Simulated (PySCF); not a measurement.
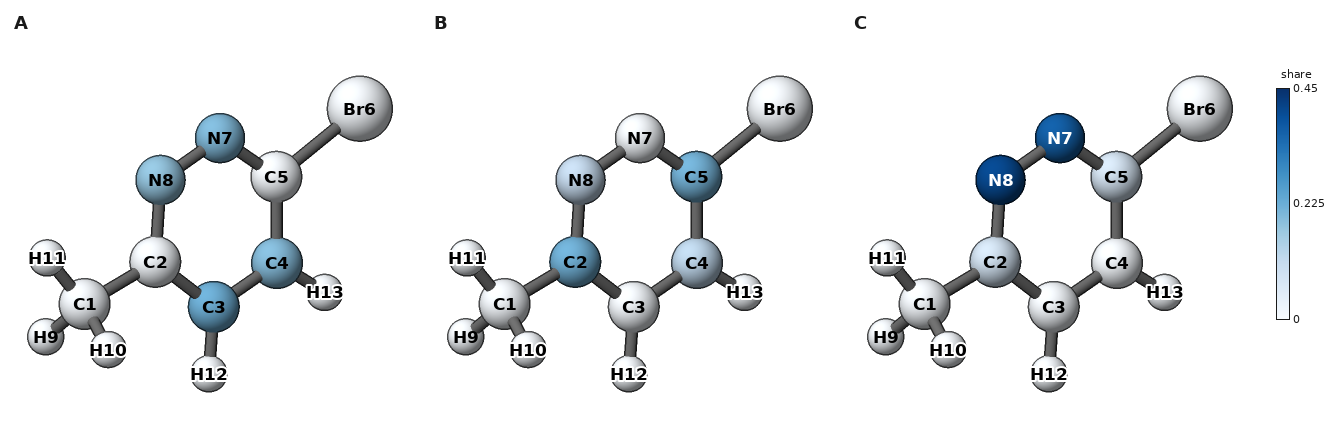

Each panel colours the atoms by their Löwdin share in one orbital (up to four of the largest shares; other atoms are shown as zero). The computed structure is the end point of a GFN2-xTB optimisation. No frequency run is at hand to confirm it as a minimum. Method: B3LYP/def2-SVPD (PySCF 2.14.0).

The panels show the HOMO, LUMO, LUMO+1, in some order. Which is which?

A: LUMO, −1.97 eV; C3 0.22, N7 0.20, C4 0.20, N8 0.18
B: LUMO+1, −1.38 eV; C2 0.22, C5 0.21, C4 0.12, N8 0.11
C: HOMO, −6.69 eV; N8 0.41, N7 0.37, C2 0.08, C5 0.07

The geometry is semi-empirical. Around Br such bond lengths and angles can be off by a tenth of an ångström or more and by several degrees, and values that hang on the shape move with them.
